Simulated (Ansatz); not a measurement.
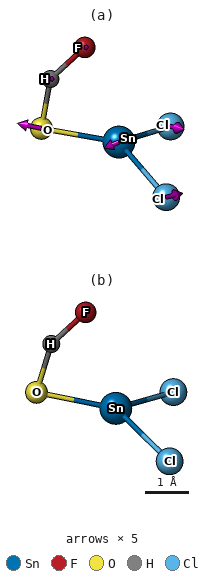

The structure of SnHOCl2F before (top) and after (bottom) a constrained relaxation, at one scale. The purple arrows give the displacements, magnified 5 times.

A ball-and-stick model, seen from a free direction.

The reaction that was planned forms F2–H4 and breaks Sn1–F2, O3–H4 (atoms numbered from 1 in input order).

The calculation used RKS PBE0-D4/def2-SVP in Ansatz 0.2.0.

Input
```yaml
crystal:
  periodic: [false, false, false]
  atoms:
    - {symbol: Sn, position_ang: [0.193800, 0.039600, 0.622600]}
    - {symbol: F, position_ang: [-0.884100, 0.247600, -1.717300]}
    - {symbol: O, position_ang: [0.824800, -1.031700, -0.727900]}
    - {symbol: H, position_ang: [-0.030900, -0.519700, -1.576300]}
    - {symbol: Cl, position_ang: [1.243800, 1.962400, 1.263800]}
    - {symbol: Cl, position_ang: [-1.347400, -0.698100, 2.135100]}
basis:
  gaussian: {orbitals: def2-SVP}
hamiltonian: {xc: pbe0, dispersion: d4}
relax: {f_tol: 0.04, max_steps: 150, escape_saddle: false, constraints: [{distance: [1, 3]}, {distance: [0, 1]}, {distance: [2, 3]}]}
```

Run as
```bash
ansatz run in.yaml --threads 4 --pin off --events-out ev --progress --plain --max-ram 9574MiB
```

> What changed between the two?

O3 moves most after the best rigid fit: 0.12 Å. Largest moves by element: O 0.12 Å, Cl 0.10 Å, Sn 0.08 Å, H 0.02 Å, F 0.02 Å. Among the contacts that change: Sn1–O3 1.836 → 1.889 Å, Sn1–Cl5 2.283 → 2.306 Å. Bond angles that change, for instance: Cl5–Sn1–Cl6 113.4° → 106.7°, O3–Sn1–Cl6 122.1° → 126.4°, O3–Sn1–Cl5 122.7° → 126.1°. The energy falls by 0.104 eV in 3 geometry steps. Largest force component: 1.3 eV/Å at the start, 0.0086 eV/Å at the end. Cost: 9 s on 4 threads of Arm Neoverse V1, with other jobs on the host.
